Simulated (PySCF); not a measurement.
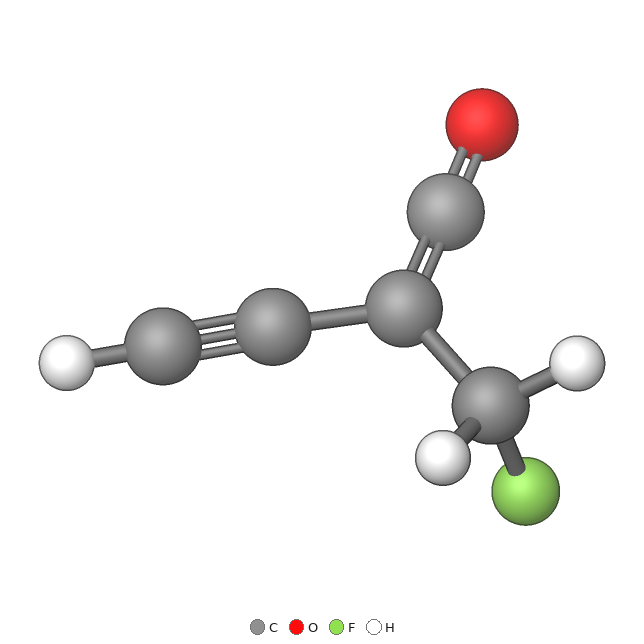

Rendered structure (ball-and-stick style). Multiple sticks mark multiple bonds (one Kekulé form).

Computed geometry: GFN2-xTB optimisation. No frequency run is at hand to confirm it as a minimum.

What does the picture show?

It has 10 atoms: 5 carbon, 3 hydrogen, 1 fluorine and 1 oxygen (C5H3FO). As SMILES it reads `C#CC(=C=O)CF`. It has no ring. Among its groups: alkyne, C–F bond. This geometry has C1 symmetry. Coordination: 3 C linear; 1 C trigonal planar; 1 C tetrahedral.

The parts below concern this one geometry. Atoms keep their numbers from picture to picture.

Electronic properties

No frequency run is at hand to confirm it as a minimum. Method: CAM-B3LYP/def2-SVPD, gas phase (PySCF 2.14.0). Excitations: vertical, linear response.

**What is the dipole moment?**

1.76 D.

**Give the mean static polarisability at this level.**

62.4 bohr³.

**What is the LUMO energy (Kohn–Sham orbital)?**

−0.64 eV.

**What is the lowest vertical singlet excitation?**

3.43 eV.

Quadrupole coupling

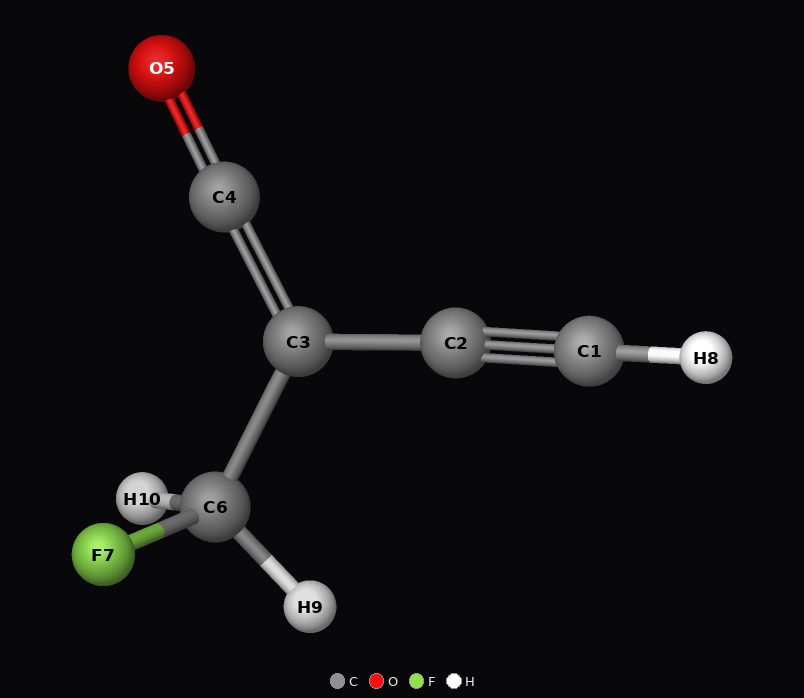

No frequency run is at hand to confirm it as a minimum. Electric field gradients from the ground-state density, PBE0/pcSseg-1 (PySCF 2.14.0), non-relativistic apart from any core potentials.

Give the largest field-gradient component, the quadrupole coupling constant and the asymmetry for 17O at O5 (Q = −25.6 mb).

```tsv
atom	V_zz (a.u.)	e²qQ/h (MHz)	η
O5	−1.022	6.15	0.50
```

NMR shielding

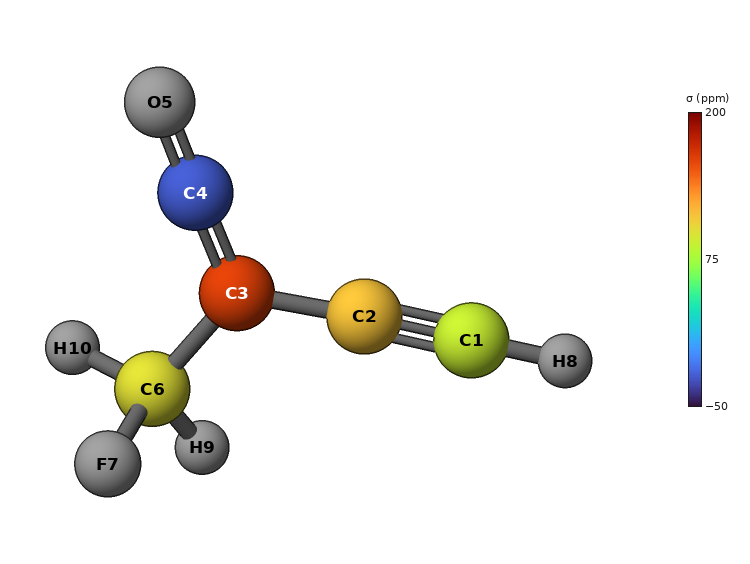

Atoms are coloured by their isotropic NMR shieldings (C only, the others grey). No frequency run is at hand to confirm it as a minimum. Properties computed with GIAO PBE0/pcSseg-1 NMR shielding, non-relativistic, gas phase (PySCF 2.14.0).

**Which C atom is the most shielded (lowest chemical shift)?**

C3 (159.2 ppm).

**Which C atom is the least shielded (highest chemical shift)?**

C4 (−22.9 ppm).

**How wide is the range of C shifts?**

182.1 ppm.

List the isotropic NMR shieldings of the C atoms.

| atom | σ (ppm) |
| --- | --- |
| C1 | 88.8 |
| C2 | 112.4 |
| C3 | 159.2 |
| C4 | −22.9 |
| C6 | 99.1 |
